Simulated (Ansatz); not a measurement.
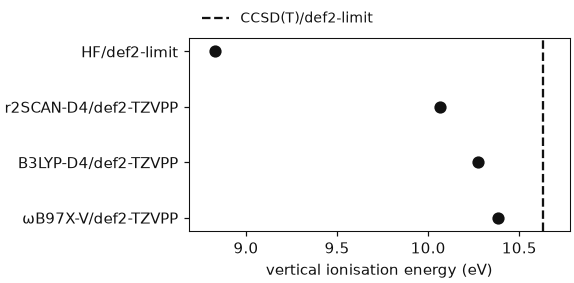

Vertical ionisation energy of C₂H₅Al, SMILES C=[CH][AlH2], singlet, taken as the energy of the cation less that of the neutral at fixed geometry (unrestricted doublet cation, cores frozen in correlated methods, no spin-orbit coupling), the Ansatz code, at a PBE0-D4/def2-TZVP geometry (a minimum by its frequencies). Limit means an estimate of the basis limit from triple and quadruple zeta; for coupled cluster it is either extrapolated directly or built as the MP2 limit plus the step from MP2 in triple zeta.

Which level comes closest to the line (CCSD(T)/def2-limit), and which misses most?

Closest ωB97X-V/def2-TZVPP (10.38 eV), against 10.63 eV; farthest HF/def2-limit (8.83 eV).

What range do the values span, the line included?

From 8.83 eV (HF/def2-limit) to 10.63 eV (CCSD(T)/def2-limit).
